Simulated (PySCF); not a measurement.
```xyz
18

C    -2.7774   -0.1572    0.0717
Si   -1.4747   -0.0921   -1.2995
C     0.2234    0.0368   -0.2062
C     1.1718   -0.8208   -0.3600
Si    2.9463   -0.6966    0.5659
C     0.2188    1.2541    0.6622
F    -0.5944    2.2038    0.1643
F     1.4609    1.7870    0.7218
H    -2.8700    0.7935    0.5939
H    -3.7462   -0.3790   -0.3714
H    -2.5729   -0.9342    0.8072
H    -1.3802    1.1033   -2.1312
H    -1.2831   -1.3463   -2.0247
H     1.1382   -1.6750   -1.0097
H     2.6072   -0.3445    1.9414
H     3.4092   -2.0741    0.4063
H     3.6220    0.3146   -0.2370
H    -0.1075    1.0330    1.6930
```

Geometry: GFN2-xTB.

These are results of PySCF 2.14.0, density-fitted response routines, UKS B3LYP, pcH-1 on C F H Si, non-relativistic, mean-field spin-orbit, GIAO, not measurements.

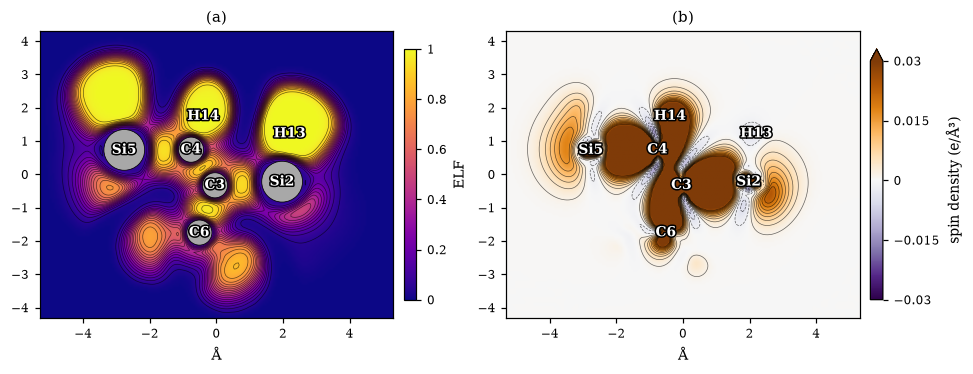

C4H10F2Si2 (charge +1, doublet). (a) electron localisation function; (b) spin density (α minus β) on the plane of atoms C4, C3 and C6. Grey discs cover the atomic cores in the ELF map.

Describe what can be read from this map.

Answer. Atoms in the plane: Si, C and H. C–C (1.29 Å): the ELF peaks at about 0.90 between the atoms; a short, multiple covalent bond. C–H (1.07 Å): the ELF climbs to about 1 towards the hydrogen, as it does in any bond to H; a covalent bond by its length. C–Si (2.01 Å): the ELF peaks at about 0.95 between the atoms: a covalent bond. Si–H (1.46 Å): the ELF climbs to about 1 towards the hydrogen. The ELF also peaks beside F7 and F8, away from the bonds: non-bonding electrons, paired or unpaired. The unpaired spin (1 electron) lies mostly on C3 (about 0.2), C4 (about 0.2), Si2 (about 0.1) and Si5 (about 0.1), in electrons by Hirshfeld's partition.
